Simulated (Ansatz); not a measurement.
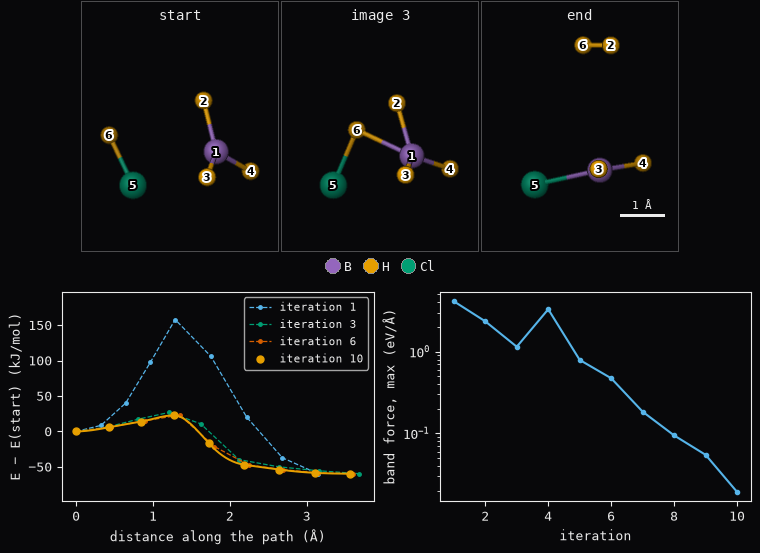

NEB run on BH₄Cl, made up at the start of BH₃ and HCl. Images are numbered from 0 (start) to 8 (end). The plot follows the band through its iterations. Style: ball-and-stick. Shown at a tilt.

These are results of Ansatz 0.2.0, RKS PBE0/def2-SVPD, not measurements. Settings: 7 movable images; climbing image; force threshold 0.05 eV/Å; iteration limit 60; starting path through a guess of the saddle point.

How did the profile develop, and is the result final?

Answer. The result is final at these settings. The band converged in 10 iterations. The largest component of the band force went from 4.1 to 0.019 eV/Å. The climbing image converged on the top of the path. Its vibrational analysis gives one imaginary mode (527i cm⁻¹), as a transition state must have. The first iteration put the highest image at 158.0 kJ/mol. The highest point, image 3, lies 22.7 kJ/mol above the start and 82.4 kJ/mol above the end; the end is at −59.7 kJ/mol relative to the start.
